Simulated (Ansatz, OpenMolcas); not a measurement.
**AlHCl2 (SMILES [H][Al]([Cl])[Cl]): the energy, rung by rung**

AlHCl2: 4 atoms, total charge 0, spin state singlet. SMILES: `[H][Al]([Cl])[Cl]`. Geometry: a GFN2-xTB relaxation, a rough one for these elements and not checked as a minimum.

```xyz
4

Al   -0.0478   -0.0807   -0.0004
Cl    1.9719   -0.1826    0.0143
Cl   -1.0957    1.6499   -0.0158
H    -0.8284   -1.3866    0.0020
```

Each level gives the energy change with the Al1–Cl2 bond stretched from 2.022 to 2.528 Å (eV). The values are calculated.

```tsv
level	kind	program	value (eV)	CPU time (all runs)
HF/STO-3G (restricted)	Hartree–Fock	Ansatz	1.56	0.38 s
SVWN5/STO-3G (restricted)	LDA	Ansatz	1.35	2 s
BLYP/STO-3G (restricted)	GGA	Ansatz	1.10	3 s
M06-2X/STO-3G (restricted)	hybrid meta-GGA	OpenMolcas	1.42	9.4 s
PBE0/STO-3G (restricted)	global hybrid	OpenMolcas	1.35	7.7 s
HSE06/STO-3G (restricted)	range-separated hybrid	Ansatz	1.35	3.5 s
RPA@PBE/STO-3G (restricted)	RPA	Ansatz	1.22	4.5 s
MP2/STO-3G (restricted)	perturbation theory	Ansatz	1.46	0.43 s
CCSDT(Q)/STO-3G (restricted)	coupled cluster or CI	Ansatz	1.39	0.83 s
CISD/STO-3G (restricted)	coupled cluster or CI	OpenMolcas	1.40	3.6 s
```

The first shape isn't each level's own minimum. The values span 1.10 to 1.56 eV. All rows use very small basis sets, so even the best lies far from the true value. CPU times are rough (shared hosts, several kinds of processor): they show what a rung costs within a factor of a few.

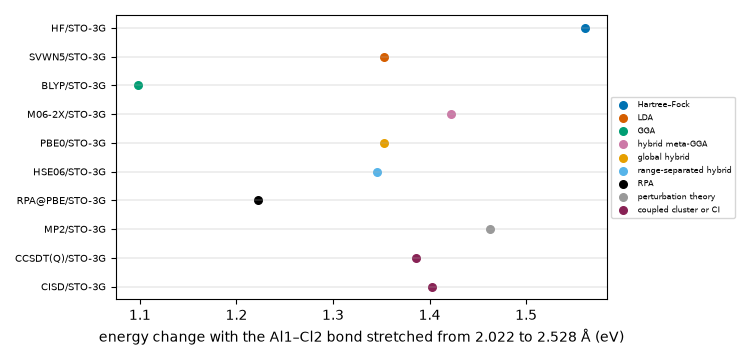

The values of the table, level by level.
